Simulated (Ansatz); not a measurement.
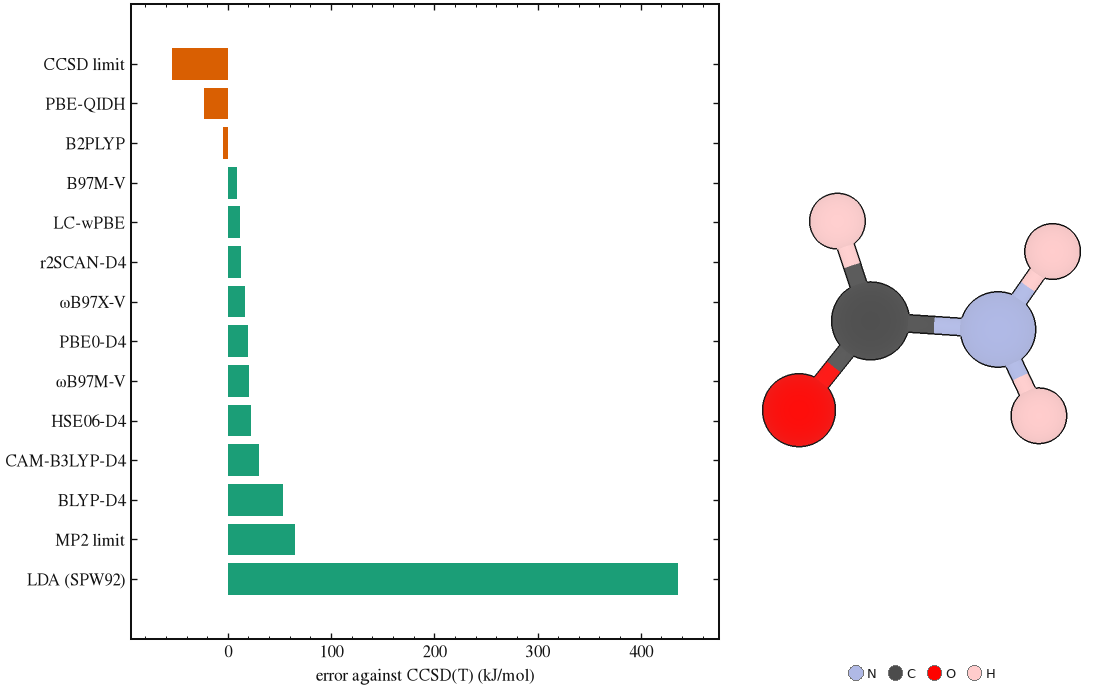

Error in the electronic atomisation energy (method less reference, so positive means overbinding) of CH₃NO, SMILES NC=O: functionals in def2-TZVPP against frozen-core CCSD(T) at the limit (scheme: direct), which gives 2369.7 kJ/mol, at a PBE0-D4/def2-TZVP geometry (a minimum by its frequencies), no zero-point or spin-orbit term, the Ansatz code 0.2.0. The reference leaves out core correlation, a term that grows with the number of heavy atoms. PBE-QIDH and B2PLYP hold a correlation term that converges slowly with the basis, so part of the distance to the limit is basis error. No dispersion term is added to PBE-QIDH, B2PLYP and LC-wPBE. Limit means the basis limit.

### Which of these levels overbind, and which underbind?

Overbind: ωB97X-V, PBE0-D4, ωB97M-V, HSE06-D4, CAM-B3LYP-D4, BLYP-D4, MP2 limit and LDA (SPW92). Underbind: CCSD limit and PBE-QIDH. Within 15 kJ/mol of zero, too close to call in view of what the reference leaves out: B2PLYP, B97M-V, LC-wPBE and r2SCAN-D4.

### What range do the values span?

From −54.6 kJ/mol (CCSD limit) to 436.2 kJ/mol (LDA (SPW92)).
